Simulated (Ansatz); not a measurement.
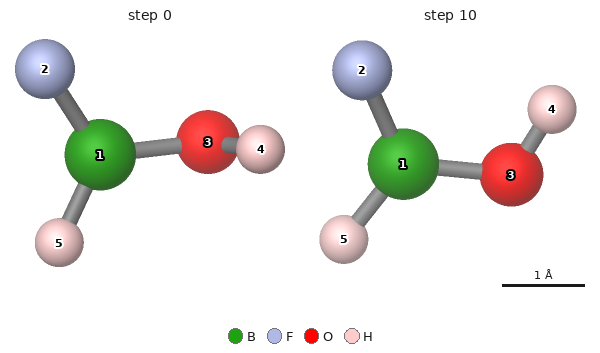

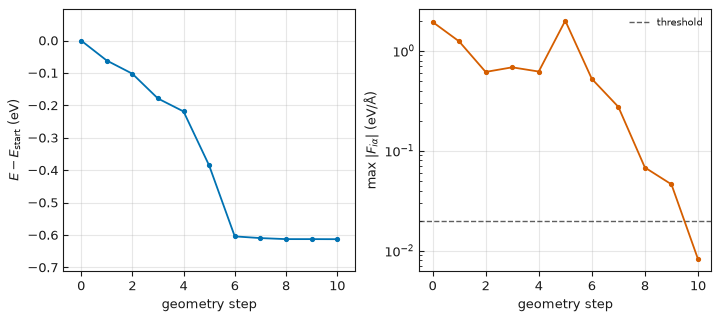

First and last geometry of a relaxation of BH2OF, with the history of the run. The picture is a ball-and-stick view, seen at a tilt.

The run prepares the start of a later molecular dynamics calculation, from a guessed geometry.

Theory: RKS B3LYP-D4/def2-SVP in Ansatz 0.2.0. Settings: no spin polarisation; force threshold 0.02 eV/Å; at most 40 steps.

Read the history and describe the run.

It converged. After 10 geometry steps the energy has fallen by 0.613 eV. The largest force component goes from 1.9 to 0.0083 eV/Å. H4 moves most after the best rigid fit: 0.55 Å. Largest moves by element: H 0.55 Å, O 0.52 Å, F 0.22 Å, B 0.13 Å. Some distances before and after: B1–O3 1.410 → 1.345 Å, O3–H4 1.010 → 0.968 Å, B1–F2 1.320 → 1.334 Å, B1–H5 1.190 → 1.202 Å. Among the angles between lasting bonds that change: B1–O3–H4 109.5° → 113.3°. Groups turn about B1–O3 by about 90°. The run took 15 s on 1 thread of Arm Neoverse V1 (shared host), peak memory 0.12 GiB.

```csv
step,"E − E(0), eV","largest force component, eV/Å"
0,0.0000,1.9461
1,-0.0616,1.2430
2,-0.1023,0.6149
3,-0.1788,0.6838
4,-0.2188,0.6204
5,-0.3855,2.0029
6,-0.6043,0.5243
7,-0.6095,0.2749
8,-0.6127,0.0680
9,-0.6128,0.0462
10,-0.6130,0.0083
```
